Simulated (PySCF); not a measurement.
C3F8, SMILES `FC(F)(F)C(F)(F)C(F)(F)F`.

PySCF calculation, CAM-B3LYP/cc-pVDZ, gas phase; geometry: GFN2-xTB. No frequency check shows the geometry to be a minimum. Without diffuse functions Rydberg states are missing, so the states' numbers hold for this basis only.

Geometry (Å), atoms numbered from 1:

```
F1      -2.3700    0.5493   -0.0002
C2      -1.3009   -0.2334    0.0020
F3      -1.3544   -1.0102    1.0758
F4      -1.3542   -1.0102   -1.0760
C5       0.0000    0.6251   -0.0000
F6       0.0011    1.4183    1.0844
F7      -0.0011    1.4183   -1.0844
C8       1.3009   -0.2334   -0.0020
F9       1.3543   -1.0102    1.0760
F10      1.3544   -1.0102   -1.0757
F11      2.3700    0.5493    0.0002
```

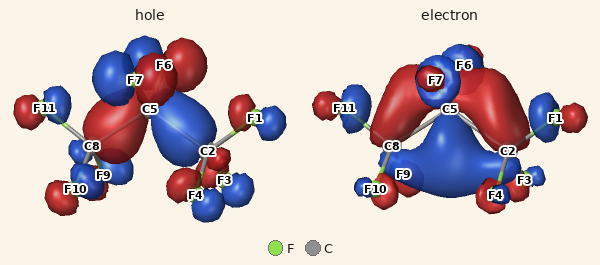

Leading natural transition orbital pair of S₂ (TDA singlet states); the surfaces enclose about 78 % of each orbital's density.

### Give its energy and the atoms that hole and electron lie on.

10.73 eV (116 nm), f = 0.062; the leading pair carries 96 %; hole on F6 and F7 (17 % each), C5 (16 %) and C2 and C8 (10 % each), electron on C5 (24 %), C2 and C8 (15 % each) and F6 and F7 (9 % each); their centroids lie 0.1 Å apart. In canonical orbitals it is mainly HOMO → LUMO+1 (95 %). The HOMO–LUMO gap is 14.66 eV.
